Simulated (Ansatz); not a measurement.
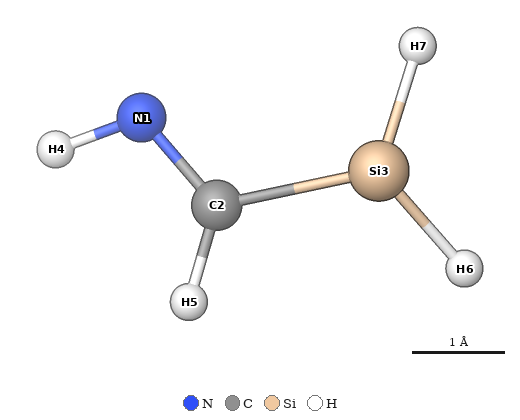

**Figure 1.** The input geometry of the first run (ball-and-stick view, seen on its broad side; atoms are numbered from 1 in the order of the input). Bond lengths as drawn: C–H 1.10 Å, C–N 1.28 Å, C–Si 1.86 Å, H–N 1.02 Å and H–Si 1.48 to 1.49 Å.

## Two runs on CH₄NSi

System: CH₄NSi, multiplicity 2, SMILES [NH]C=[SiH2].
Method of the first run: UKS PBE-D4/def2-TZVPP (Ansatz 0.2.0).

The geometry comes from this level: PBE0-D4/def2-TZVP. Text and figures count atoms from 1; the logs count them from 0 in places.

## The input, the first run
```yaml
crystal:
  periodic: [false, false, false]
  atoms:
    - {symbol: N, position_ang: [-0.277869, -1.506056, 0.056474]}
    - {symbol: C, position_ang: [-0.275447, -0.327651, -0.431154]}
    - {symbol: Si, position_ang: [0.820555, 0.979919, 0.315870]}
    - {symbol: H, position_ang: [-0.901859, -2.125806, -0.463852]}
    - {symbol: H, position_ang: [-0.866484, -0.053939, -1.318396]}
    - {symbol: H, position_ang: [0.278519, 2.351412, 0.130044]}
    - {symbol: H, position_ang: [1.222586, 0.682130, 1.711014]}
basis:
  gaussian: {orbitals: def2-TZVPP}
magnetization: {spin_polarized: true, initial_magnetization: 1}
hamiltonian: {xc: pbe, dispersion: d4}
```

Launched with:
```bash
ansatz run in.yaml --threads 2 --pin off --events-out ev --progress --plain --max-ram 4352MiB
```

Hardware: 2 threads of Arm Neoverse V1, 23 GiB of memory available, shared host.

## Output (the first run)
```
Functional definition: PBE
  parameter kappa = 0.804
  parameter beta = 0.06672455060314922
  exchange = pbe_x(kappa = kappa, mu = beta*pi^2/3)
  correlation = pbe_c(beta = beta)
859 factors; their error is unknown
mean field evaluation 1: about -10445.5731 eV, gradient 5.5e1 eV
mean field evaluation 2: about -10250.8268 eV, gradient 1.5e2 eV
mean field evaluation 4: about -10450.9670 eV, gradient 4.1e1 eV
mean field evaluation 8: about -10461.4394 eV, gradient 3.8e-1 eV
mean field evaluation 16: about -10461.4158 eV, gradient 1.6e-3 eV
mean field -10461.41575660 eV, -384.4499380528 hartree, gradient 6.9e-5 eV, S^2 0.755964; 0 other end points of the search recorded, 0 dependent functions left out
reference -10461.41579508 eV, -384.4499394670 hartree; 16, 15 occupied and 144, 145 virtual orbitals, 859 factors
Total energy: -10461.53356446 eV, -384.4542674118 hartree
```

The input of the second run differs as follows (lines with − go, lines with + come):
```diff
-    - {symbol: N, position_ang: [-0.277869, -1.506056, 0.056474]}
-    - {symbol: C, position_ang: [-0.275447, -0.327651, -0.431154]}
-    - {symbol: Si, position_ang: [0.820555, 0.979919, 0.315870]}
-    - {symbol: H, position_ang: [-0.901859, -2.125806, -0.463852]}
-    - {symbol: H, position_ang: [-0.866484, -0.053939, -1.318396]}
-    - {symbol: H, position_ang: [0.278519, 2.351412, 0.130044]}
-    - {symbol: H, position_ang: [1.222586, 0.682130, 1.711014]}
+    - {symbol: N, position_ang: [-0.058805, -0.284001, -0.649811]}
+    - {symbol: C, position_ang: [-0.698197, -0.944501, 0.263269]}
+    - {symbol: Si, position_ang: [0.724897, 1.091396, 0.200371]}
+    - {symbol: H, position_ang: [-1.224479, -1.824415, -0.155168]}
+    - {symbol: H, position_ang: [-0.019629, -0.512924, -1.643154]}
+    - {symbol: H, position_ang: [-0.351162, 1.908546, 0.815204]}
+    - {symbol: H, position_ang: [1.647394, 0.522717, 1.214883]}
```

What does this change do to the results?

With the same method and basis, the second run lies 29.2 kcal/mol higher. On the same kind of shared host the second run took about 1.4 times as long.

## Output (the second run)
```
Functional definition: PBE
  parameter kappa = 0.804
  parameter beta = 0.06672455060314922
  exchange = pbe_x(kappa = kappa, mu = beta*pi^2/3)
  correlation = pbe_c(beta = beta)
859 factors; their error is unknown
mean field evaluation 1: about -10439.0559 eV, gradient 5.9e1 eV
mean field evaluation 2: about -10210.8246 eV, gradient 1.7e2 eV
mean field evaluation 4: about -10458.3436 eV, gradient 2.0e1 eV
mean field evaluation 8: about -10460.1653 eV, gradient 5.8e-1 eV
mean field evaluation 16: about -10460.1467 eV, gradient 4.2e-3 eV
mean field evaluation 32: about -10459.2244 eV, gradient 2.1e0 eV
mean field -10460.14665485 eV, -384.4032994237 hartree, gradient 3.5e-5 eV, S^2 0.752543; 3 other end points of the search recorded, 0 dependent functions left out
reference -10460.14669489 eV, -384.4033008949 hartree; 16, 15 occupied and 144, 145 virtual orbitals, 859 factors
Total energy: -10460.26795503 eV, -384.4077571232 hartree
```

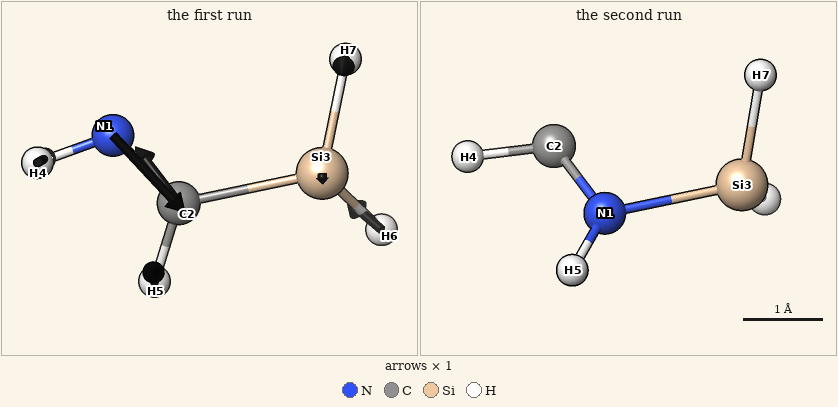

**Figure 2.** The two input geometries at one scale (ball-and-stick view, seen at a tilt). The black arrows on the first give the shifts of the atoms after the best rigid fit, at true length. The largest move after the best rigid fit is that of N1, 1.36 Å. Largest moves by element: N 1.36 Å, H 1.26 Å, C 1.01 Å, Si 0.15 Å. Among the contacts that change: N1–H5 2.085 → 1.020 Å, N1–H4 1.022 → 1.994 Å, C2–H5 1.101 → 2.069 Å, N1–Si3 2.730 → 1.797 Å.

## The two runs side by side

| quantity | the first run | the second run |
| --- | --- | --- |
| outcome | converged | converged |
| total energy (hartree) | −384.454267 | −384.407757 |
| ⟨S²⟩ | 0.756 | 0.753 |
| basis functions | 160 | 160 |
| wall time (shared host) | 2.8 s | 3.9 s |
